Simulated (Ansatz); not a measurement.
# SiPH₅O₂: molecular dynamics (part 3 of 3)

SiPH₅O₂; RKS PBE/STO-3G (Ansatz 0.2.0). It belongs to a series of runs on one base structure; here: dynamics from the highest image of the converged band.

Geometry of the input (Å):
```
O  -1.1406  0.8065  -1.0031
Si 0.3977  1.1710  -0.4902
P  0.5008  -0.7805  0.8548
O  -1.1717  -1.1859  0.3484
H  -1.3838  -0.2042  -0.3400
H  0.5927  2.3533  0.3542
H  1.4786  1.1183  -1.4810
H  1.2234  -1.7251  0.0386
H  -0.4086  -1.5997  1.7014
```

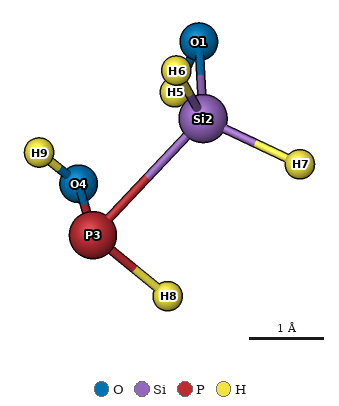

Figure 1. The geometry at step 80 of the log (ball-and-stick view, seen at a tilt; atoms are numbered from 1 in the order of the input).

Log, continued
```
md step   199: t =    99.50 fs  T =  1510.5 K  F+E_penalty+E_count = -21073.09882940 eV  E_kin = 1.366687 eV  conserved = -21071.73214277 eV  (27 SCF iters)
these checks for a lower state are left out or cut short: starts, cluster_reference, orbital_swaps, neighbouring_geometries, increment
450 factors; integrals over basis functions are off by at most 2.6e-5 eV
mean field -21073.17513016 eV, -774.4249021222 hartree, gradient 2.3e-5 eV, S^2 0.000000; 0 other end points of the search recorded, 0 dependent functions left out
the calculation of the forces begins
reference -21073.17514994 eV, -774.4249028491 hartree; 25, 25 occupied and 8, 8 virtual orbitals, 450 factors
450 factors; integrals over basis functions are off by at most 2.6e-5 eV
mean field -21073.17513016 eV, -774.4249021222 hartree, gradient 2.3e-5 eV, S^2 0.000000; 1 other end points of the search recorded, 0 dependent functions left out
the calculation of the forces begins
reference -21073.17514994 eV, -774.4249028491 hartree; 25, 25 occupied and 8, 8 virtual orbitals, 450 factors
md step   200: t =   100.00 fs  T =  1586.5 K  F+E_penalty+E_count = -21073.17513016 eV  E_kin = 1.435465 eV  conserved = -21071.73966557 eV  (26 SCF iters)
```

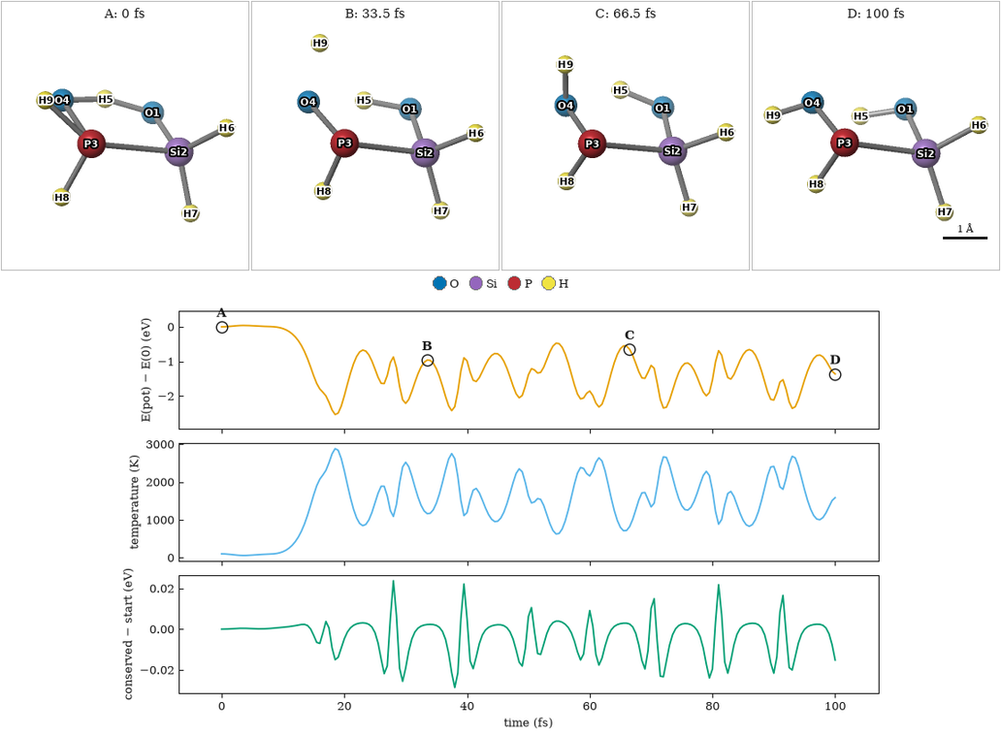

Figure 2. Frames of the molecular dynamics (ball-and-stick, seen at a tilt) above the curves, on which the letters mark them. The trajectory kept here has 201 frames over 100 fs. The temperature starts at 100 K, ranges from 58 to 2883 K and averages 1613 K over the second half. The potential energy ends 1.360 eV below its first value. The conserved quantity stays within 0.052 eV. After an unweighted best fit of the last frame on the first, the root-mean-square displacement is 0.40 Å, and H9 has moved furthest (0.68 Å).

```
Total energy: -21073.17514994 eV, -774.4249028491 hartree
Atom 0 at    -1.207467     0.848388    -0.957737 Å, force    -0.193696     0.148420    -1.004936 eV/Å
Atom 1 at     0.437667     1.068237    -0.476798 Å, force    -1.213358     1.104623    -0.345990 eV/Å
Atom 2 at     0.501142    -0.692315     0.869222 Å, force     2.581623    -0.945997    -0.884820 eV/Å
Atom 3 at    -1.103292    -1.199782     0.394724 Å, force    -2.512016    -0.770898     1.321846 eV/Å
Atom 4 at    -1.311188    -0.202342    -0.948583 Å, force     0.033127     0.316993     0.385503 eV/Å
Atom 5 at     0.400625     2.417994     0.100664 Å, force     0.289242    -0.291014     0.219703 eV/Å
Atom 6 at     1.435145     1.163391    -1.548387 Å, force     0.146227    -0.326817    -0.015196 eV/Å
Atom 7 at     0.643657    -1.567375    -0.324556 Å, force     2.489301     0.803711     0.929479 eV/Å
Atom 8 at    -0.814977    -2.160713     0.720235 Å, force    -1.620449    -0.039021    -0.605589 eV/Å
Dipole moment:     0.348008    -0.392006     0.124889 e Å
```

Trajectory as extended XYZ (Å, eV, eV/Å), 11 of the 201 frames kept, from step=0 to step=200
```
9
Properties=species:S:1:pos:R:3:forces:R:3 step=0 time_fs=0.0 energy=-21071.81498 temperature=100.0
O    -1.1406    0.8065   -1.0031   -0.0163  -0.0046  -0.0210
Si    0.3977    1.1710   -0.4902   -0.0004  -0.0012   0.0219
P     0.5008   -0.7805    0.8548    0.0237   0.0066  -0.0193
O    -1.1717   -1.1859    0.3484    0.0009  -0.0219   0.0205
H    -1.3838   -0.2042   -0.3400   -0.0006   0.0323  -0.0179
H     0.5927    2.3533    0.3542    0.0066  -0.0032  -0.0014
H     1.4786    1.1183   -1.4810   -0.0047   0.0040  -0.0001
H     1.2234   -1.7251    0.0386    0.0043  -0.0039   0.0049
H    -0.4086   -1.5997    1.7014   -0.0135  -0.0080   0.0124
9
Properties=species:S:1:pos:R:3:forces:R:3 step=20 time_fs=10.0 energy=-21071.86594 temperature=157.3
O    -1.1616    0.7985   -0.9852    0.4406   0.2569  -0.1213
Si    0.4221    1.1769   -0.5009   -1.1206  -0.7545   0.7896
P     0.4979   -0.7735    0.8655    0.9578  -0.0128  -0.8344
O    -1.1810   -1.2069    0.3456    1.0598  -0.5130   0.9160
H    -1.3753   -0.1791   -0.3834   -0.1635   0.4350  -0.0200
H     0.6014    2.3676    0.3376   -0.0582  -0.0281  -0.0519
H     1.4358    1.1985   -1.5250    0.3830  -0.0491  -0.4623
H     1.2576   -1.6913   -0.0134   -0.4878   0.5240   0.4261
H    -0.5261   -1.6742    1.5874   -1.0110   0.1416  -0.6418
9
Properties=species:S:1:pos:R:3:forces:R:3 step=40 time_fs=20.0 energy=-21073.80470 temperature=2293.9
O    -1.1684    0.8229   -0.9903   -1.0085   0.7040  -0.6832
Si    0.4276    1.1511   -0.4955   -0.5737  -1.3652   0.8281
P     0.5195   -0.7465    0.8638    0.8433  -0.2405   1.0413
O    -1.1268   -1.2554    0.3811   -2.8159  -1.5557   1.1332
H    -1.5020    0.0569   -0.3175    0.4701  -0.1057  -0.2271
H     0.5722    2.3899    0.2878    0.0832  -0.1236   0.0100
H     1.3676    1.2495   -1.6189   -0.0463  -0.0742   0.0698
H     1.1857   -1.5762   -0.1181   -0.2845   0.2389   0.0360
H    -1.7991   -1.8237    1.1861    3.3322   2.5218  -2.2083
9
Properties=species:S:1:pos:R:3:forces:R:3 step=60 time_fs=30.0 energy=-21074.02715 temperature=2523.8
O    -1.2155    0.8958   -1.0318    0.4496   0.4542   0.2320
Si    0.4136    1.0867   -0.4673   -0.4798   0.9123  -0.9581
P     0.5643   -0.7142    0.8827   -1.4576  -0.2562   0.8018
O    -1.1190   -1.3271    0.3701   -0.9093   0.6425  -0.7478
H    -1.4184    0.0687   -0.4079   -0.5034  -0.9780  -0.3009
H     0.5991    2.3400    0.2667    0.0475   0.0206   0.1341
H     1.2932    1.2192   -1.6646   -0.0330  -0.2892   0.6151
H     0.9949   -1.3983   -0.2597    0.5531  -0.7665  -0.3225
H    -2.0102   -1.1534    0.9551    2.3330   0.2604   0.5462
9
Properties=species:S:1:pos:R:3:forces:R:3 step=80 time_fs=40.0 energy=-21072.79818 temperature=1192.4
O    -1.2576    0.9548   -1.0490    0.5314   0.9224  -0.1495
Si    0.3727    1.0448   -0.4519    0.2570   0.3556  -0.4683
P     0.5818   -0.7101    0.9057    0.5722  -1.8997  -1.6685
O    -1.1103   -1.3118    0.3281    3.8241  -5.1339  -7.0797
H    -1.3987   -0.0703   -0.9613   -0.1150  -1.0106   0.7469
H     0.6542    2.2531    0.3130   -0.2874   0.2215  -0.1570
H     1.4088    0.9751   -1.5050   -0.2288   0.0683   0.1113
H     1.1299   -1.4774   -0.1563    0.8795  -0.0919   0.1699
H    -1.2033   -0.7405    1.0020   -5.4331   6.5682   8.4950
9
Properties=species:S:1:pos:R:3:forces:R:3 step=100 time_fs=50.0 energy=-21073.19978 temperature=1637.3
O    -1.2809    0.9951   -1.0611    0.6283   1.1625  -0.1193
Si    0.3376    1.0176   -0.4489    0.5700   0.3672   0.3428
P     0.5999   -0.7531    0.8946   -0.3234   1.1023   2.3624
O    -1.0572   -1.2148    0.3520    5.4702  -6.0028  -6.4605
H    -1.3833   -0.0132   -1.1594   -0.3603  -1.5324   0.3323
H     0.5052    2.3023    0.2334    0.0069  -0.1305  -0.1440
H     1.4370    0.8198   -1.3646    0.1853   0.4368  -0.8541
H     1.6436   -1.5267    0.2046   -1.6974   0.0634  -0.7479
H    -1.6605   -0.7440    0.8454   -4.4796   4.5335   5.2883
9
Properties=species:S:1:pos:R:3:forces:R:3 step=120 time_fs=60.0 energy=-21073.67000 temperature=2160.3
O    -1.2822    1.0159   -1.0874    0.6188  -0.3746   0.2414
Si    0.3311    1.0024   -0.4523    0.3739   1.7283  -0.8447
P     0.6132   -0.7652    0.9477   -0.5097  -1.1362  -1.9061
O    -1.0188   -1.1776    0.3011    5.6948  -2.3922  -6.4145
H    -1.4609    0.0194   -0.8383   -0.5106  -0.9397   0.2818
H     0.3947    2.3545    0.1145    0.4780  -0.1920   0.3423
H     1.2954    1.0178   -1.5701    0.0860  -0.1543   0.2093
H     1.1714   -1.6935   -0.1455   -0.4630   1.4948   1.5686
H    -1.6769   -0.9829    0.8898   -5.7682   1.9660   6.5218
9
Properties=species:S:1:pos:R:3:forces:R:3 step=140 time_fs=70.0 energy=-21072.92864 temperature=1342.1
O    -1.2671    0.9634   -1.0909    0.3898   0.6908   0.0478
Si    0.3411    1.0352   -0.4767    0.8648   0.5584  -0.1757
P     0.6158   -0.7667    0.9821   -1.2752   0.7108  -3.1752
O    -1.0641   -1.1952    0.2425    4.0703   0.8766  -7.9683
H    -1.6418    0.2382   -0.4487   -0.0193  -1.1264   0.2960
H     0.6341    2.2730    0.2677   -0.1900  -0.0319  -0.0189
H     1.2219    1.1388   -1.6787   -0.1425  -0.2801   0.6281
H     0.9397   -1.4859   -0.1728    1.8626  -0.6310  -0.1905
H    -1.3064   -1.2048    1.0915   -5.5604  -0.7673  10.5566
9
Properties=species:S:1:pos:R:3:forces:R:3 step=160 time_fs=80.0 energy=-21073.34961 temperature=1774.5
O    -1.2523    0.9004   -1.0591    0.4165   0.9376   0.1390
Si    0.3694    1.0851   -0.4938    0.3951  -1.5793   0.5449
P     0.5977   -0.7614    0.9232   -2.3256   1.5062   1.4307
O    -1.1325   -1.1968    0.3224    5.3396   3.7213  -5.6468
H    -1.5498    0.2124   -0.3171   -0.1401  -1.0670   0.0342
H     0.7570    2.1693    0.4080   -0.2359   0.4522  -0.2255
H     1.3173    1.0614   -1.6136   -0.0939   0.1977   0.0649
H     1.6670   -1.3670    0.2158   -0.5364  -1.0220  -1.2900
H    -1.7276   -1.6462    0.8806   -2.8193  -3.1468   4.9485
9
Properties=species:S:1:pos:R:3:forces:R:3 step=180 time_fs=90.0 energy=-21073.92951 temperature=2413.1
O    -1.2315    0.8574   -0.9974    0.2654   1.0377  -0.6798
Si    0.4109    1.0926   -0.4886   -0.9864  -1.0150   0.6243
P     0.5395   -0.7281    0.8770    1.0377  -0.7961   0.8124
O    -1.1348   -1.1848    0.3684    2.1233   2.0265  -1.6388
H    -1.4340   -0.0946   -0.6020   -0.1019  -0.0811   0.1813
H     0.6383    2.3176    0.2975   -0.1432  -0.1473  -0.1425
H     1.3935    1.1195   -1.5473    0.3190   0.0065  -0.4748
H     1.5863   -1.6355    0.1600   -2.0395   1.0690   0.0529
H    -1.3822   -2.0166    0.8294   -0.4745  -2.1002   1.2648
9
Properties=species:S:1:pos:R:3:forces:R:3 step=200 time_fs=100.0 energy=-21073.17513 temperature=1586.5
O    -1.2075    0.8484   -0.9577   -0.1937   0.1484  -1.0049
Si    0.4377    1.0682   -0.4768   -1.2134   1.1046  -0.3460
P     0.5011   -0.6923    0.8692    2.5816  -0.9460  -0.8848
O    -1.1033   -1.1998    0.3947   -2.5120  -0.7709   1.3218
H    -1.3112   -0.2023   -0.9486    0.0331   0.3170   0.3855
H     0.4006    2.4180    0.1007    0.2892  -0.2910   0.2197
H     1.4351    1.1634   -1.5484    0.1462  -0.3268  -0.0152
H     0.6437   -1.5674   -0.3246    2.4893   0.8037   0.9295
H    -0.8150   -2.1607    0.7202   -1.6204  -0.0390  -0.6056
```

Summary

- outcome: finished
- mean temperature over the second half: 1613 K
- trajectory: 200 steps, 100 fs
- ensemble: nve
- temperature in the input: 100.0 K
- time step: 0.5 fs
- potential energy (last step): −21073.1751 eV
- mean-field energy (last step): −21073.1751 eV
- largest force (length of the vector) (last step): 2.941 eV/Å
- wall time: 4.8 min
- peak memory: 0.085 GiB

Notes

So short a trajectory is not equilibrated.
